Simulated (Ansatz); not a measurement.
# AlH2(OH) (AlH₃O): geometry, orbitals and charge

What does AlH2(OH) (AlH₃O) look like as a singlet, and where do its frontier electrons sit?

Method: RKS PBE0-D4/def2-TZVP; program: Ansatz 0.2.0, Gaussian basis.

The runs, in order: relaxation at r2SCAN-D4/def2-TZVP; a single point at PBE0-D4/def2-TZVP.

## Step 1: Where the work starts

5 atoms, charge 0, spin multiplicity 1.

Atoms are counted from 1 here; the program's logs count them from 0.

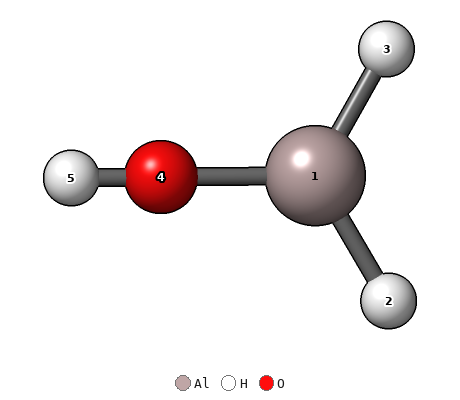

The starting geometry (aluminium light grey, hydrogen white, oxygen red); atoms are numbered from 1 in the order of the file.

The start is a GFN2-xTB geometry.

## Step 2: Relaxation at r2SCAN-D4/def2-TZVP

in.yaml

```yaml
crystal:
  periodic: [false, false, false]
  atoms:
    - {symbol: Al, position_ang: [0.271770, 0.451120, -0.109270]}
    - {symbol: H, position_ang: [1.798980, 0.417230, -0.221380]}
    - {symbol: H, position_ang: [-0.481020, 1.769010, -0.311810]}
    - {symbol: O, position_ang: [-0.555450, -0.920030, 0.226660]}
    - {symbol: H, position_ang: [-1.034280, -1.717330, 0.415800]}
basis:
  gaussian: {orbitals: def2-TZVP}
hamiltonian: {xc: r2scan, dispersion: d4}
scf: {omitted_lower_state_checks: [starts]}
output: {orbitals: {seedname: orbitals}}
relax: {f_tol: 0.02, max_steps: 100}
```

Started as:

```console
$ ansatz run in.yaml --threads 4 --pin off --events-out ev --progress --plain --max-ram 3916MiB
```

Standard output, cut to the lines that bear on the results:

```text
Functional definition: r2SCAN
  name "r2SCAN"
  cite "Furness, Kaplan, Ning, Perdew & Sun, J. Phys. Chem. Lett. 11, 8208 (2020) doi:10.1021/acs.jpclett.0c02405"
  cite "Furness, Kaplan, Ning, Perdew & Sun, J. Phys. Chem. Lett. 11, 9248 (2020) doi:10.1021/acs.jpclett.0c03077"
  parent r2scan
[...]
542 factors; their error is unknown
[...]
mean field -8692.96064987 eV, -319.4604115825 hartree, gradient 3.7e-5 eV, S^2 0.000000; 0 other end points of the search recorded, 0 dependent functions left out
[...]
reference -8692.96066205 eV, -319.4604120298 hartree; 12, 12 occupied and 74, 74 virtual orbitals, 542 factors
relax step   1: F+E_penalty+E_count = -8692.97128670 eV  Δ(F+E_penalty+E_count) = +0.000e0 eV  max|allowed force component| = 7.584e-1 eV/Å  Δτ_max = 0.0000 Å  (23 SCF iters, accepted)
[...]
relax step   3: F+E_penalty+E_count = -8693.01786536 eV  Δ(F+E_penalty+E_count) = -3.971e-3 eV  max|allowed force component| = 6.603e-2 eV/Å  Δτ_max = 0.0148 Å  (28 SCF iters, accepted)
[...]
relax step   5: F+E_penalty+E_count = -8693.02313357 eV  Δ(F+E_penalty+E_count) = -3.989e-3 eV  max|allowed force component| = 1.568e-1 eV/Å  Δτ_max = 0.0294 Å  (27 SCF iters, accepted)
[...]
relax step   7: F+E_penalty+E_count = -8693.14953647 eV  Δ(F+E_penalty+E_count) = -6.650e-2 eV  max|allowed force component| = 3.680e-1 eV/Å  Δτ_max = 0.1382 Å  (34 SCF iters, accepted)
[...]
relax step   9: F+E_penalty+E_count = -8693.16221222 eV  Δ(F+E_penalty+E_count) = -1.268e-2 eV  max|allowed force component| = 7.649e-2 eV/Å  Δτ_max = 0.0977 Å  (27 SCF iters, accepted)
[...]
relax step  10: F+E_penalty+E_count = -8693.16270488 eV  Δ(F+E_penalty+E_count) = -4.927e-4 eV  max|allowed force component| = 1.617e-2 eV/Å  Δτ_max = 0.0138 Å  (29 SCF iters, accepted)
[...]
542 factors; their error is unknown
mean field -8693.15214799 eV, -319.4674490084 hartree, gradient 5.2e-5 eV, S^2 0.000000; 0 other end points of the search recorded, 0 dependent functions left out
[...]
reference -8693.15215995 eV, -319.4674494482 hartree; 12, 12 occupied and 74, 74 virtual orbitals, 542 factors
Total energy: -8693.16271684 eV, -319.4678374067 hartree
Atom 0 at     0.191628     0.463025    -0.106073 Å, force    -0.001241     0.016169    -0.002069 eV/Å
Atom 1 at     1.749349     0.186542    -0.171388 Å, force     0.007908    -0.003873    -0.000215 eV/Å
Atom 2 at    -0.473225     1.873431    -0.332347 Å, force    -0.000927     0.001691    -0.000595 eV/Å
Atom 3 at    -0.878374    -0.811341     0.227439 Å, force    -0.005431    -0.001155     0.000286 eV/Å
Atom 4 at    -0.589378    -1.711657     0.382369 Å, force    -0.000310    -0.012832     0.002593 eV/Å
Dipole moment:     0.179358    -0.194137     0.024178 e Å
Checks for a lower state left out: starts
```

It took 7.5 s on 4 threads of Arm Neoverse V2, shared host.

The steps of the relaxation: (the energy doesn't fall at every step)

| step | energy from step 1 (eV) | largest force component (eV/Å) |
| --- | --- | --- |
| 1 | 0.0000 | 0.7584 |
| 2 | -0.0426 | 0.3397 |
| 3 | -0.0466 | 0.0660 |
| 4 | -0.0479 | 0.0724 |
| 5 | -0.0518 | 0.1568 |
| 6 | -0.1117 | 0.6072 |
| 7 | -0.1782 | 0.3680 |
| 8 | -0.0225 | 2.6168 |
| 9 | -0.1909 | 0.0765 |
| 10 | -0.1914 | 0.0162 |

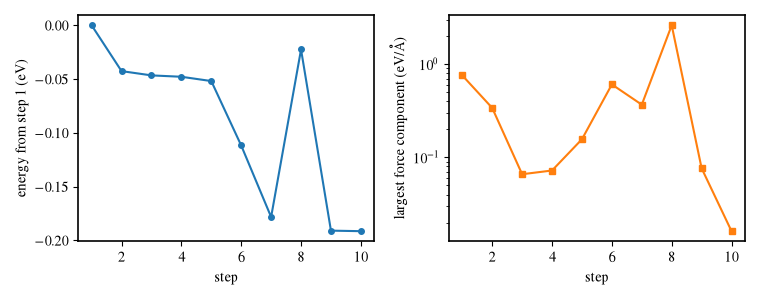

Energy and force, step by step.

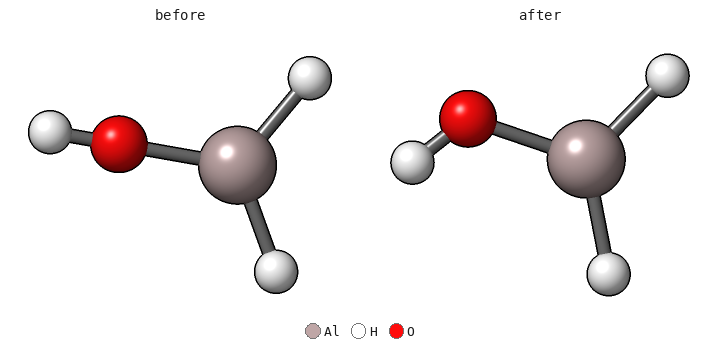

Before and after, at one scale.

Close pairs (by a distance rule), those that changed most:

| bond | before (Å) | after (Å) | change (Å) |
| --- | --- | --- | --- |
| Al1–O4 | 1.636 | 1.697 | +0.061 |
| Al1–H2 | 1.532 | 1.583 | +0.052 |
| Al1–H3 | 1.531 | 1.576 | +0.044 |
| O4–H5 | 0.949 | 0.958 | +0.009 |

Bonds by kind at the end (by distance):

| bond | count | shortest (Å) | longest (Å) |
| --- | --- | --- | --- |
| Al–O | 1 | 1.697 | 1.697 |
| Al–H | 2 | 1.576 | 1.583 |
| H–O | 1 | 0.958 | 0.958 |

## Step 3: Single point, PBE0-D4/def2-TZVP

start.molden holds the orbitals of an earlier run on this state, given as this run's starting guess.

in.yaml

```yaml
crystal:
  periodic: [false, false, false]
  atoms:
    - {symbol: Al, position_ang: [0.191628, 0.463025, -0.106073]}
    - {symbol: H, position_ang: [1.749349, 0.186542, -0.171388]}
    - {symbol: H, position_ang: [-0.473225, 1.873431, -0.332347]}
    - {symbol: O, position_ang: [-0.878374, -0.811341, 0.227439]}
    - {symbol: H, position_ang: [-0.589378, -1.711657, 0.382369]}
basis:
  gaussian: {orbitals: def2-TZVP, initial_orbitals: start.molden}
hamiltonian: {xc: pbe0, dispersion: d4}
output: {orbitals: {seedname: orbitals}}
```

Launched as before.

Standard output:

```text
Functional definition: PBE0
  name "PBE0"
  cite "Adamo & Barone, J. Chem. Phys. 110, 6158 (1999) doi:10.1063/1.478522"
  cite "Perdew, Burke & Ernzerhof, Phys. Rev. Lett. 77, 3865 (1996) doi:10.1103/PhysRevLett.77.3865"
  parent pbe
  parameter a = 0.25
  parameter kappa = 0.804
  parameter beta = 0.06672455060314922
  exchange = (1 - a)*pbe_x(kappa = kappa, mu = beta*pi^2/3) + a*exact_x
  correlation = pbe_c(beta = beta)
562 factors; their error is unknown
mean field evaluation 1: about -8689.4804 eV, gradient 4.5e0 eV
mean field evaluation 2: about -8689.4945 eV, gradient 1.9e-2 eV
mean field evaluation 4: about -8689.5121 eV, gradient 3.7e-5 eV
mean field evaluation 8: about -8689.3382 eV, gradient 7.8e0 eV
mean field evaluation 16: about -8689.5121 eV, gradient 8.1e-5 eV
mean field -8689.51207065 eV, -319.3336786336 hartree, gradient 4.0e-5 eV, S^2 0.000000; 1 other end points of the search recorded, 0 dependent functions left out
reference -8689.51210009 eV, -319.3336797155 hartree; 12, 12 occupied and 74, 74 virtual orbitals, 562 factors
Total energy: -8689.55103402 eV, -319.3351105111 hartree
```

Wall time 0.4 s (4 threads of Arm Neoverse V2, shared host).

Report: HOMO -8.38 eV, LUMO -0.96 eV.

Mulliken charges, from this run's orbitals:

| atom | value (e) |
| --- | --- |
| Al1 | 0.45 |
| H2 | -0.11 |
| H3 | -0.10 |
| O4 | -0.55 |
| H5 | 0.32 |

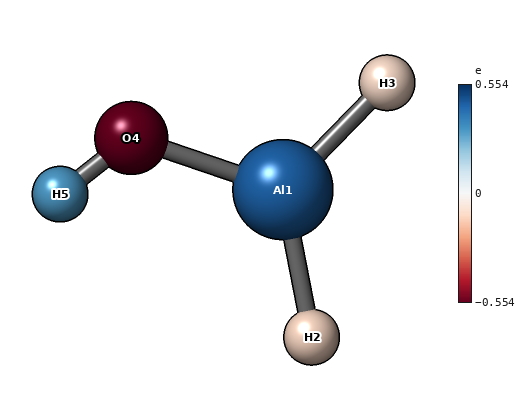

Mulliken charges, from this run's orbitals, as colours on the atoms.

Largest Mayer bond orders: Al1–O4 1.19; Al1–H3 0.95; Al1–H2 0.94; O4–H5 0.89.

Orbitals, density, ELF and potential are computed afterwards from the orbital file.

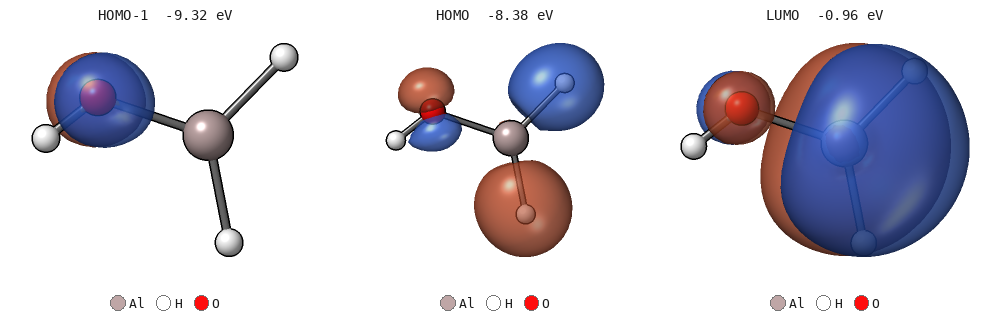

PBE0-D4/def2-TZVP orbitals near the gap, drawn at the value that encloses 70 % of each; the two colours are the two signs.

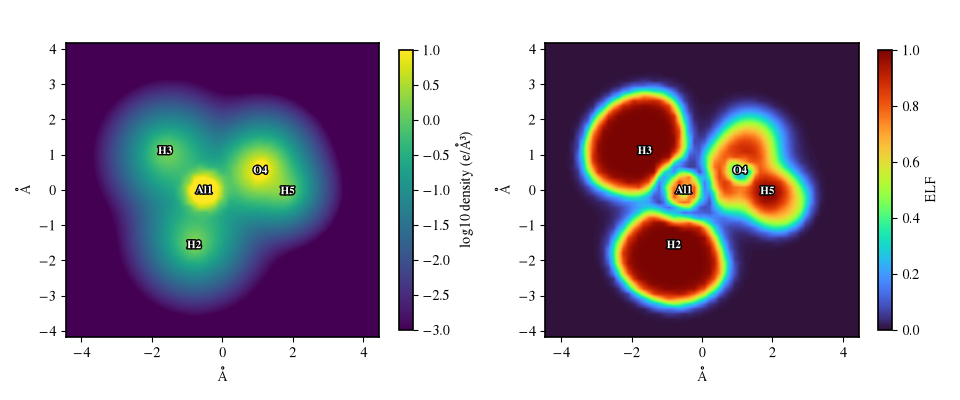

Density (left) and ELF (right) in a plane through or near 5 of the atoms.

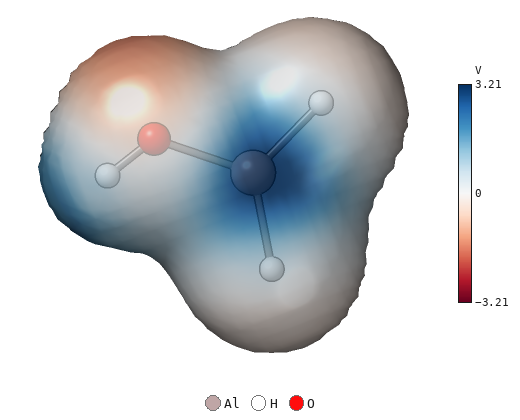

Electrostatic potential on the surface of density 0.002 e/bohr³; red is low, blue high. It runs from -1.46 V near O4 to 3.21 V near Al1.

## Step 4: Summary of results

| quantity | value |
| --- | --- |
| point group | Cs |
| Al–O bond | 1.697 Å |
| HOMO, LUMO at PBE0-D4/def2-TZVP | -8.38, -0.96 eV |
| dipole at r2SCAN-D4/def2-TZVP | 1.27 D |

**Reading.** The molecule keeps its bonding pattern by the stored test; the atoms moved 0.28 Å (rms), and the angle Al1–O4–H5 went from 180° to 123°. No usable vibrations, so a minimum isn't proven. The HOMO lies nearest to H2 46 %; H3 33 % and the LUMO to Al1 47 %; H2, H3 about 21 % each.
